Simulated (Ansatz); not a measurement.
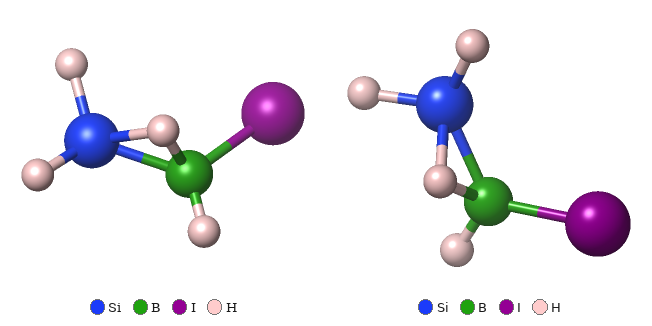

Both panels show the same species.

The geometry was computed by an optimisation with PBE0-D4/def2-TZVP. No frequency run is at hand to confirm it as a minimum.

Which formula does it have?

BH4ISi, 7 atoms: 1 boron, 4 hydrogen, 1 iodine and 1 silicon.

How many sets of symmetry-equivalent atoms are there?

7: 1 Si, 1 B, 1 I, 1 H, 1 H, 1 H, 1 H.

More results for the same structure follow; atom numbers are the same in all pictures, views and colours differ.

**Shape**

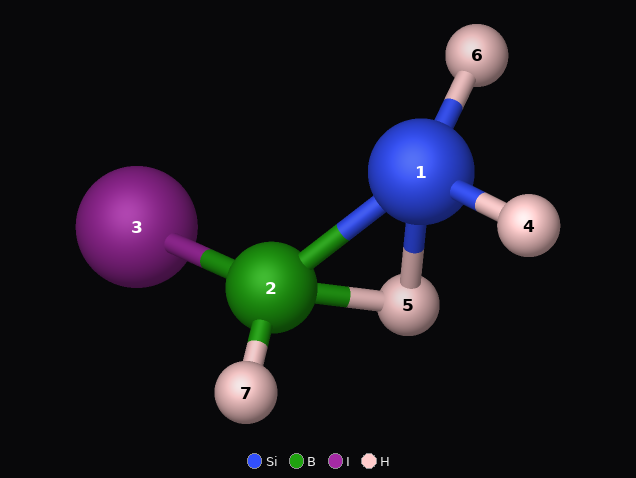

No frequency run is at hand to confirm it as a minimum.

List the bonds and their lengths.

```csv
bond,length (Å)
Si1–B2,1.889
Si1–H4,1.484
Si1–H5,1.664
Si1–H6,1.482
B2–I3,2.149
B2–H5,1.406
B2–H7,1.189
```

**Dipole moment**

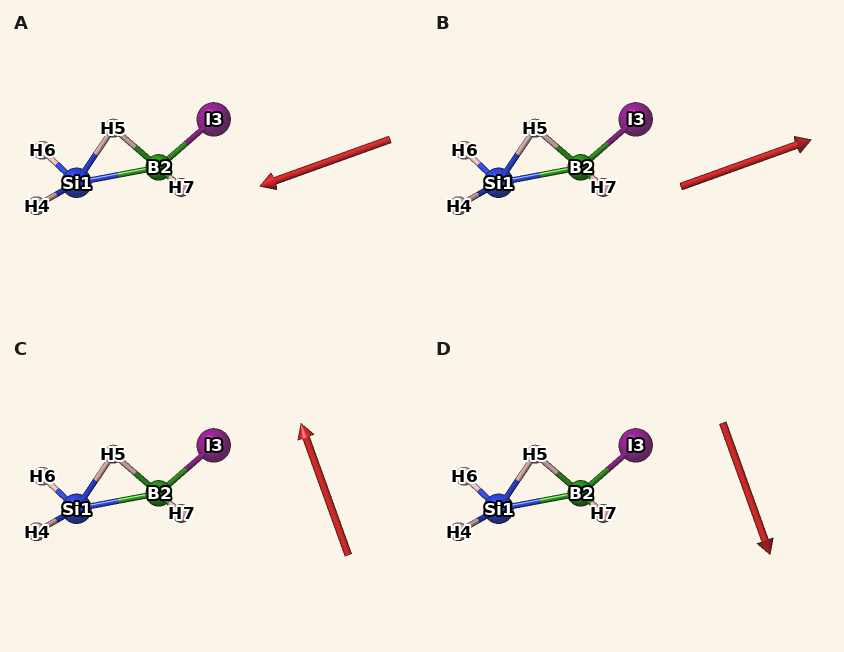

The same molecule four times, each with an arrow. No frequency run is at hand to confirm it as a minimum. Properties computed with RKS PBE0-D4/def2-TZVP, core potentials on I (Ansatz 0.2.0).

Which arrow points along the dipole moment, from the negative to the positive end?

A. The dipole moment is 2.82 D; it points from the side of I3 to the side of H4 (the outermost atoms at the two ends).

**Electronic properties**

No frequency run is at hand to confirm it as a minimum. Method: RKS PBE0-D4/def2-TZVPP, core potentials on I (Ansatz 0.2.0).

Estimate the HOMO energy (Kohn–Sham orbital).

−6.95 eV.

Estimate the HOMO–LUMO gap.

4.94 eV.

Estimate the dispersion correction.

−12.7 kJ/mol.

**Charges**

The questions are on Mulliken charges. No frequency run is at hand to confirm it as a minimum. Method: RKS PBE0-D4/def2-TZVP, core potentials on I (Ansatz 0.2.0).

Which atom carries the highest charge (most positive or least negative)?

H5 (0.10 e).

And the lowest?

B2 (−0.19 e).

Give the Mulliken charges atom by atom.

```csv
atom,value (e)
Si1,0.05
B2,−0.19
I3,−0.06
H4,0.02
H5,0.10
H6,0.03
H7,0.05
```

Mulliken values depend strongly on the basis set and can even reverse the polarity of a bond.
